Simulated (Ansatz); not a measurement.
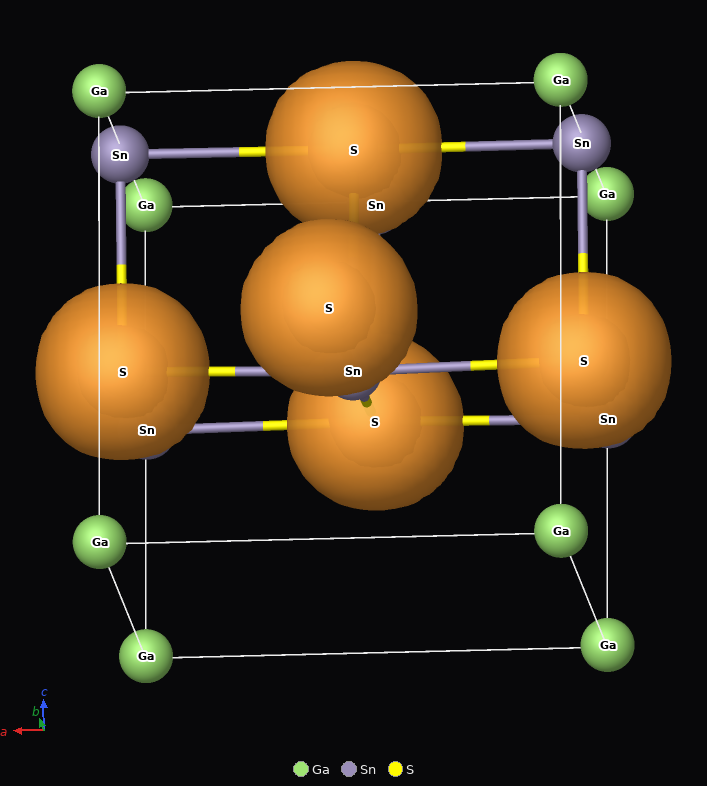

GaSn4S3. Isosurface of the electron localisation function at 0.75 (orange), seen at an oblique angle. Only the valence region is drawn (cores and ρ < 0.01 e/Å³ removed). Sticks mark near contacts.

Space group P1; a generated structure, not necessarily the stable one; changed on purpose from its base cell (volume × 0.94, shape and atoms relaxed); computed pressure about 2 GPa in this cell; computed without spin polarisation.

These are results of DFT PBE, scalar-relativistic, plane waves, PAW in Ansatz 0.2.0, not measurements.

Core electrons are frozen (PAW), and the valence fields are smoothed inside the atomic spheres.

Input file:

```
crystal:
  lattice:
    - [5.7198888252, 0.0145572704, 0.0291071819]
    - [-0.0378680368, 5.7123055705, 0.003709611]
    - [-0.010400317, -0.0309042144, 5.7385656886]
  atoms:
    - { symbol: Ga, position: [0.9946742829, 1.0001596228, 0.0080065838] }
    - { symbol: Sn, position: [0.0113634378, 0.0119475877, 0.5043564709] }
    - { symbol: Sn, position: [0.5047548604, 0.4983872012, 0.500297253] }
    - { symbol: Sn, position: [0.013010407, 0.5000155072, 0.9848032251] }
    - { symbol: Sn, position: [0.4973595541, 0.9871613377, 0.9856720429] }
    - { symbol: S, position: [0.4872673173, 0.0019762424, 0.5165212197] }
    - { symbol: S, position: [1.0036083517, 0.4930815193, 0.5165057247] }
    - { symbol: S, position: [0.4879617887, 0.5072709815, 0.98383748] }
basis:
  ecutwfc: 420
kpoints:
  mp_grid: { grid: [6, 6, 6] }
hamiltonian:
  xc: pbe
scf:
  occupations: { method: gaussian, width: 0.1 }
output:
  forces: true
  stress: true
  eigenvalues: true
  write_density: true
  write_potential: true
  elf: true
  volumetric_format: npy
relax:
  adjacent_minimum: "off"
  f_tol: 0.01
  max_steps: 30
  cell: { stress_tol: 0.1, fix: [volume] }
```

Run with:

```sh
ansatz run input.yaml --threads 1 --pin off --max-ram 2560MiB --backend cpu --events-out ev --progress --plain --runs-dir out
```

Below, planes, directions and counts refer to the conventional cell (a = 5.72 Å, b = 5.72 Å, c = 5.73 Å, α = 89.84°, β = 89.94°, γ = 89.95°).

The fields are those of the relaxed geometry.

**Where are the electrons localised?**

At this value the surface marks out three regions wrapped around S (the valence shell of each), counted in one cell of 8 atoms. Any copies at cell faces, edges or corners count once. Profiles from the grid: Sn–S (2.75 Å): the ELF peaks at about 0.85 in the valence shell of S, 0.8 Å from its nucleus, and drops to about 0.25 between the two atoms. Ga–Sn (2.85 Å): the ELF peaks at about 0.60 between the atoms.
